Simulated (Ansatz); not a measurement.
Geometry relaxation of C$_{4}$H$_{10}$OSi (part 1 of 2)

System: C$_{4}$H$_{10}$OSi.
Method: RKS PBE0/cc-pVDZ (Ansatz 0.2.0).

It belongs to a series of runs on one base structure; here: end point B relaxed. Figures and captions count atoms from 1; the log counts them from 0 in places.

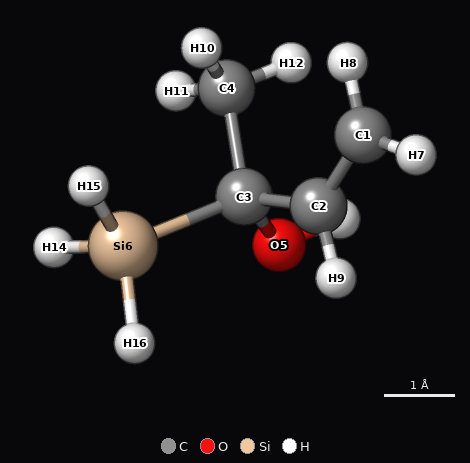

Figure 1. The input geometry (ball-and-stick view, seen at a tilt; atoms are numbered from 1 in the order of the input).

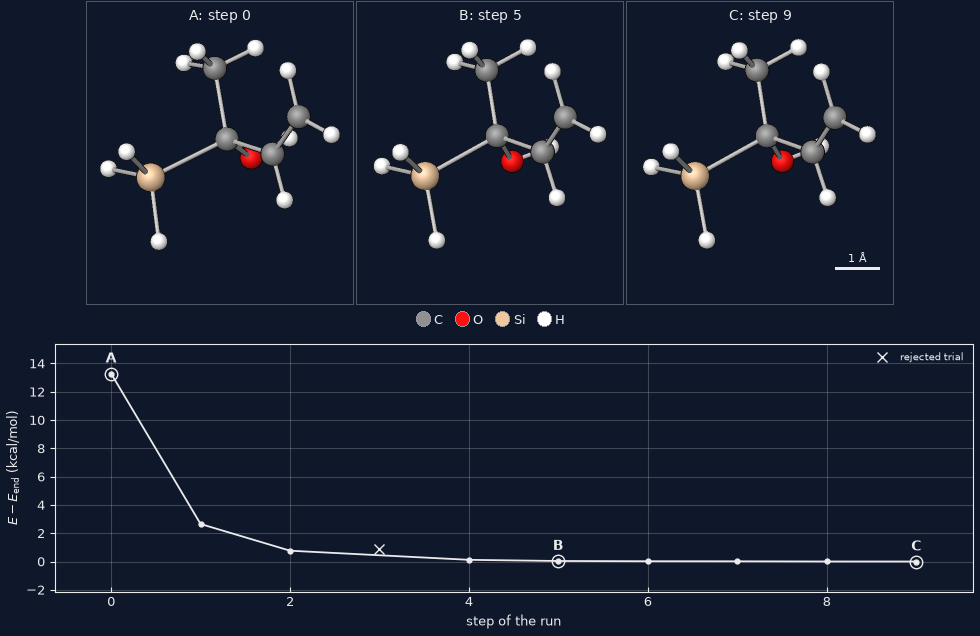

Figure 2. Frames of the relaxation (ball-and-stick view, seen at a tilt) above the curves, on which the letters mark them (the first geometry is step 0 here and step 1 in the log).

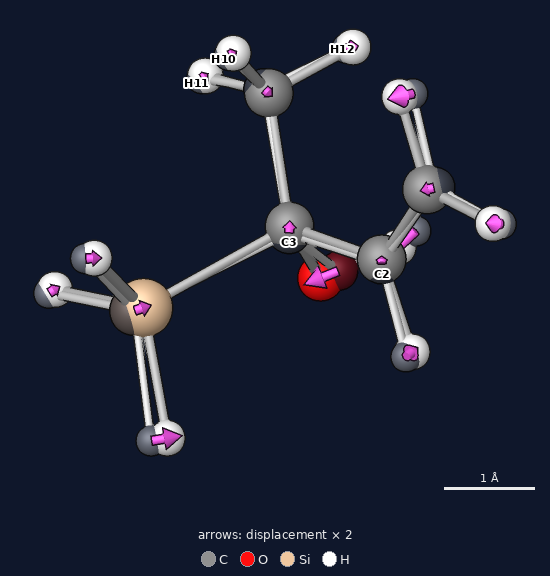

Figure 3. Start (faint) and end (solid) with the displacements as pink arrows, magnified 2 times (ball-and-stick view, seen at a tilt). The two geometries are laid on each other by the best rigid fit. The energy falls by 13.3 kcal/mol in 9 geometry steps. The largest force component goes from 4 to 0.0088 eV/Å. The line search rejected the trial step at point 3 (counted from 0) and went back. H13 moves most after the best rigid fit: 0.28 Å. By element the largest moves are H 0.28 Å, O 0.22 Å, Si 0.11 Å, C 0.09 Å. Among the contacts that change: C3–C4 1.646 → 1.523 Å, C3–Si6 1.997 → 1.930 Å, C1–C2 1.401 → 1.336 Å, C1–H7 1.056 → 1.092 Å. Among the angles that change: O5–C3–Si6 114.2° → 102.6°, H10–C4–H12 112.8° → 107.7°, H7–C1–H8 121.7° → 116.8°. (Atoms are counted from 1 in the order of the input.)

The input and output of the run follow.

**The input**
```yaml
crystal:
  periodic: [false, false, false]
  atoms:
    - { symbol: C, position_ang: [0.1403, -2.1654, -0.8654] }
    - { symbol: C, position_ang: [-0.685, -1.0918, -0.5077] }
    - { symbol: C, position_ang: [-0.285, 0.3347, -0.1948] }
    - { symbol: C, position_ang: [1.2947, 0.6527, -0.5299] }
    - { symbol: O, position_ang: [-1.06, 1.151, -1.0657] }
    - { symbol: Si, position_ang: [-0.5731, 0.7058, 1.7466] }
    - { symbol: H, position_ang: [-0.3271, -3.0833, -1.0977] }
    - { symbol: H, position_ang: [1.2072, -2.025, -0.9844] }
    - { symbol: H, position_ang: [-1.7529, -1.2493, -0.4135] }
    - { symbol: H, position_ang: [1.9259, 0.0425, 0.0851] }
    - { symbol: H, position_ang: [1.4418, 1.6999, -0.3263] }
    - { symbol: H, position_ang: [1.4371, 0.4748, -1.5741] }
    - { symbol: H, position_ang: [-0.8916, 0.90858, -2.01268] }
    - { symbol: H, position_ang: [-0.3401, 2.1473, 2.0115] }
    - { symbol: H, position_ang: [0.36, -0.1357, 2.5796] }
    - { symbol: H, position_ang: [-1.9766, 0.411, 2.124] }
basis:
  gaussian: { orbitals: cc-pVDZ }
hamiltonian:
  xc: pbe0
relax:
  f_tol: 0.015
  max_steps: 40
```

Launched with:
```bash
ansatz run input.yaml --threads 2 --pin off --max-ram 3072MiB --backend cpu --events-out ev --progress --plain --runs-dir out
```

**Output**
```
The last accepted step is kept in [file] (removed where the run ends without a failure and the disk answers)
Engine: ansatz 0.2.0, x86_64-unknown-linux-gnu
Functional definition: PBE0
  parameter a = 0.25
  parameter kappa = 0.804
  parameter beta = 0.06672455060314922
  exchange = (1 - a)*pbe_x(kappa = kappa, mu = beta*pi^2/3) + a*exact_x
  correlation = pbe_c(beta = beta)
1485 factors; integrals over basis functions are off by at most 4.4e-4 eV
mean field evaluation 1: about -14216.8106 eV, gradient 5.4e1 eV
mean field evaluation 2: about -14215.8196 eV, gradient 5.9e1 eV
mean field evaluation 4: about -14223.4996 eV, gradient 2.6e0 eV
mean field evaluation 8: about -14223.5710 eV, gradient 1.9e-1 eV
mean field evaluation 16: about -14223.5711 eV, gradient 2.9e-5 eV
mean field -14223.57113168 eV, -522.7065980066 hartree, gradient 3.0e-5 eV, S^2 0.000000; 0 other end points of the search recorded, 0 dependent functions left out
the calculation of the forces begins
reference -14223.57116255 eV, -522.7065991411 hartree; 28, 28 occupied and 110, 110 virtual orbitals, 1485 factors
relax step   1: F+E_penalty+E_count = -14223.57113168 eV  Δ(F+E_penalty+E_count) = +0.000e0 eV  max|allowed force component| = 3.984e0 eV/Å  Δτ_max = 0.0000 Å  (28 SCF iters, accepted)
these checks for a lower state are left out or cut short: starts, cluster_reference, orbital_swaps, neighbouring_geometries, increment
1485 factors; integrals over basis functions are off by at most 4.8e-4 eV
mean field -14224.03231997 eV, -522.7235463636 hartree, gradient 9.9e-6 eV, S^2 0.000000; 0 other end points of the search recorded, 0 dependent functions left out
the calculation of the forces begins
reference -14224.03235121 eV, -522.7235475115 hartree; 28, 28 occupied and 110, 110 virtual orbitals, 1485 factors
relax step   2: F+E_penalty+E_count = -14224.03231997 eV  Δ(F+E_penalty+E_count) = -4.612e-1 eV  max|allowed force component| = 1.791e0 eV/Å  Δτ_max = 0.1939 Å  (29 SCF iters, accepted)
these checks for a lower state are left out or cut short: starts, cluster_reference, orbital_swaps, neighbouring_geometries, increment
1485 factors; integrals over basis functions are off by at most 5.0e-4 eV
mean field -14224.11418699 eV, -522.7265549210 hartree, gradient 1.3e-5 eV, S^2 0.000000; 0 other end points of the search recorded, 0 dependent functions left out
the calculation of the forces begins
reference -14224.11421782 eV, -522.7265560542 hartree; 28, 28 occupied and 110, 110 virtual orbitals, 1485 factors
relax step   3: F+E_penalty+E_count = -14224.11418699 eV  Δ(F+E_penalty+E_count) = -8.187e-2 eV  max|allowed force component| = 5.546e-1 eV/Å  Δτ_max = 0.0861 Å  (29 SCF iters, accepted)
these checks for a lower state are left out or cut short: starts, cluster_reference, orbital_swaps, neighbouring_geometries, increment
1485 factors; integrals over basis functions are off by at most 4.7e-4 eV
mean field evaluation 32: about -14223.8137 eV, gradient 7.2e0 eV
mean field -14224.10804941 eV, -522.7263293692 hartree, gradient 2.6e-5 eV, S^2 0.000000; 0 other end points of the search recorded, 0 dependent functions left out
the calculation of the forces begins
reference -14224.10808026 eV, -522.7263305028 hartree; 28, 28 occupied and 110, 110 virtual orbitals, 1485 factors
relax step   4: F+E_penalty+E_count = -14224.10804941 eV  Δ(F+E_penalty+E_count) = +6.138e-3 eV  max|allowed force component| = 4.403e-1 eV/Å  Δτ_max = 0.2000 Å  (28 SCF iters, rejected (line search))
these checks for a lower state are left out or cut short: starts, cluster_reference, orbital_swaps, neighbouring_geometries, increment
1485 factors; integrals over basis functions are off by at most 5.0e-4 eV
mean field -14224.14218010 eV, -522.7275836490 hartree, gradient 2.5e-5 eV, S^2 0.000000; 0 other end points of the search recorded, 0 dependent functions left out
the calculation of the forces begins
reference -14224.14221090 eV, -522.7275847809 hartree; 28, 28 occupied and 110, 110 virtual orbitals, 1485 factors
relax step   5: F+E_penalty+E_count = -14224.14218010 eV  Δ(F+E_penalty+E_count) = -2.799e-2 eV  max|allowed force component| = 2.869e-1 eV/Å  Δτ_max = 0.0975 Å  (28 SCF iters, accepted)
these checks for a lower state are left out or cut short: starts, cluster_reference, orbital_swaps, neighbouring_geometries, increment
1485 factors; integrals over basis functions are off by at most 4.7e-4 eV
mean field -14224.14576180 eV, -522.7277152738 hartree, gradient 2.5e-5 eV, S^2 0.000000; 0 other end points of the search recorded, 0 dependent functions left out
the calculation of the forces begins
reference -14224.14579256 eV, -522.7277164043 hartree; 28, 28 occupied and 110, 110 virtual orbitals, 1485 factors
relax step   6: F+E_penalty+E_count = -14224.14576180 eV  Δ(F+E_penalty+E_count) = -3.582e-3 eV  max|allowed force component| = 7.738e-2 eV/Å  Δτ_max = 0.0771 Å  (28 SCF iters, accepted)
these checks for a lower state are left out or cut short: starts, cluster_reference, orbital_swaps, neighbouring_geometries, increment
1485 factors; integrals over basis functions are off by at most 4.7e-4 eV
mean field -14224.14651703 eV, -522.7277430281 hartree, gradient 2.5e-5 eV, S^2 0.000000; 0 other end points of the search recorded, 0 dependent functions left out
the calculation of the forces begins
reference -14224.14654784 eV, -522.7277441603 hartree; 28, 28 occupied and 110, 110 virtual orbitals, 1485 factors
relax step   7: F+E_penalty+E_count = -14224.14651703 eV  Δ(F+E_penalty+E_count) = -7.552e-4 eV  max|allowed force component| = 4.862e-2 eV/Å  Δτ_max = 0.0252 Å  (29 SCF iters, accepted)
these checks for a lower state are left out or cut short: starts, cluster_reference, orbital_swaps, neighbouring_geometries, increment
1485 factors; integrals over basis functions are off by at most 4.7e-4 eV
mean field evaluation 64: about -14224.1467 eV, gradient 2.7e-4 eV
mean field -14224.14671600 eV, -522.7277503401 hartree, gradient 2.5e-5 eV, S^2 0.000000; 0 other end points of the search recorded, 0 dependent functions left out
the calculation of the forces begins
reference -14224.14674688 eV, -522.7277514748 hartree; 28, 28 occupied and 110, 110 virtual orbitals, 1485 factors
relax step   8: F+E_penalty+E_count = -14224.14671600 eV  Δ(F+E_penalty+E_count) = -1.990e-4 eV  max|allowed force component| = 5.710e-2 eV/Å  Δτ_max = 0.0475 Å  (30 SCF iters, accepted)
these checks for a lower state are left out or cut short: starts, cluster_reference, orbital_swaps, neighbouring_geometries, increment
1485 factors; integrals over basis functions are off by at most 4.7e-4 eV
mean field -14224.14727900 eV, -522.7277710301 hartree, gradient 2.5e-5 eV, S^2 0.000000; 0 other end points of the search recorded, 0 dependent functions left out
the calculation of the forces begins
reference -14224.14730984 eV, -522.7277721633 hartree; 28, 28 occupied and 110, 110 virtual orbitals, 1485 factors
relax step   9: F+E_penalty+E_count = -14224.14727900 eV  Δ(F+E_penalty+E_count) = -5.630e-4 eV  max|allowed force component| = 1.689e-2 eV/Å  Δτ_max = 0.0323 Å  (29 SCF iters, accepted)
these checks for a lower state are left out or cut short: starts, cluster_reference, orbital_swaps, neighbouring_geometries, increment
1485 factors; integrals over basis functions are off by at most 4.7e-4 eV
mean field -14224.14733498 eV, -522.7277730872 hartree, gradient 2.0e-5 eV, S^2 0.000000; 0 other end points of the search recorded, 0 dependent functions left out
the calculation of the forces begins
reference -14224.14736581 eV, -522.7277742203 hartree; 28, 28 occupied and 110, 110 virtual orbitals, 1485 factors
relax step  10: F+E_penalty+E_count = -14224.14733498 eV  Δ(F+E_penalty+E_count) = -5.598e-5 eV  max|allowed force component| = 8.766e-3 eV/Å  Δτ_max = 0.0047 Å  (22 SCF iters, accepted)
1485 factors; integrals over basis functions are off by at most 4.7e-4 eV
mean field evaluation 96: about -14224.1473 eV, gradient 2.8e-5 eV
mean field -14224.14733498 eV, -522.7277730872 hartree, gradient 2.0e-5 eV, S^2 0.000000; 1 other end points of the search recorded, 0 dependent functions left out
the calculation of the forces begins
reference -14224.14736581 eV, -522.7277742203 hartree; 28, 28 occupied and 110, 110 virtual orbitals, 1485 factors
Total energy: -14224.14736581 eV, -522.7277742203 hartree
Atom 0 at     0.143206    -2.123258    -0.790080 Å, force     0.005787    -0.002006     0.000903 eV/Å
Atom 1 at    -0.644018    -1.075662    -0.529092 Å, force     0.000929    -0.007863     0.000134 eV/Å
Atom 2 at    -0.214763     0.328900    -0.218387 Å, force    -0.003141     0.008766    -0.003574 eV/Å
Atom 3 at     1.240511     0.625507    -0.556897 Å, force    -0.000537     0.006411     0.003771 eV/Å
Atom 4 at    -1.086746     1.253888    -0.876951 Å, force    -0.000426    -0.002619     0.004039 eV/Å
Atom 5 at    -0.569641     0.669207     1.647504 Å, force     0.003058    -0.004418    -0.000449 eV/Å
Atom 6 at    -0.283051    -3.109171    -0.988601 Å, force    -0.000810     0.003712    -0.001732 eV/Å
Atom 7 at     1.233334    -2.045473    -0.806899 Å, force    -0.006031     0.001043     0.001594 eV/Å
Atom 8 at    -1.732710    -1.210575    -0.523082 Å, force    -0.001042     0.000673     0.002346 eV/Å
Atom 9 at     1.938767     0.018898     0.039401 Å, force     0.001391    -0.002074     0.000304 eV/Å
Atom 10 at     1.458906     1.686875    -0.370373 Å, force     0.000651    -0.001028     0.000131 eV/Å
Atom 11 at     1.438660     0.415884    -1.622781 Å, force     0.000341    -0.003599    -0.003125 eV/Å
Atom 12 at    -1.029466     1.067156    -1.825153 Å, force     0.001087     0.001713    -0.005831 eV/Å
Atom 13 at    -0.319387     2.117374     1.943644 Å, force    -0.001032    -0.000007     0.000448 eV/Å
Atom 14 at     0.337352    -0.174370     2.493318 Å, force    -0.001470     0.001564     0.000762 eV/Å
Atom 15 at    -1.995356     0.332601     1.959050 Å, force     0.001245    -0.000270     0.000279 eV/Å
Dipole moment:     0.171711    -0.172585    -0.248365 e Å
```
